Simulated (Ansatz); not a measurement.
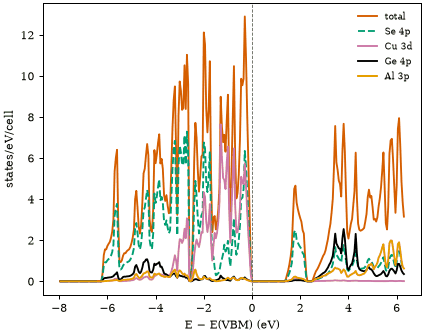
Figure. Total and projected density of states of AlCuGeSe₄ in space group I-4 (No. 82; Al on 2c, Cu on 2a, Ge on 2b, Se on 8g), r²SCAN in the plane-wave PAW code Ansatz

Task: Which orbitals carry the states next to the gap?

Result: Top 1 eV of the valence band: Cu 3d 53 %, Se 4p 39 %. Bottom 1 eV of the conduction band: Se 4p 54 %, Ge 4s 27 %. Projections are on Löwdin-orthogonalised atomic valence shells; empty p or d shells of many metals are not among them.

Task: Where is the tallest occupied peak in this window, and what makes it?

Result: Near -0.3 eV, about 13 states/eV per cell; the largest projected share is Se 4p.

The first step of the workflow began from a Materials Project structure, measured or hypothetical; the Crystallography Open Database copy checked does not list it. Whether it is the stable phase at ambient conditions was not checked. The r²SCAN relaxation kept the symmetry of its start; whether a distortion lowers the energy is not shown. The run is not spin-polarised. Spin–orbit coupling is left out wherever it is not named.

Potentials: the later of the program's two PAW sets.
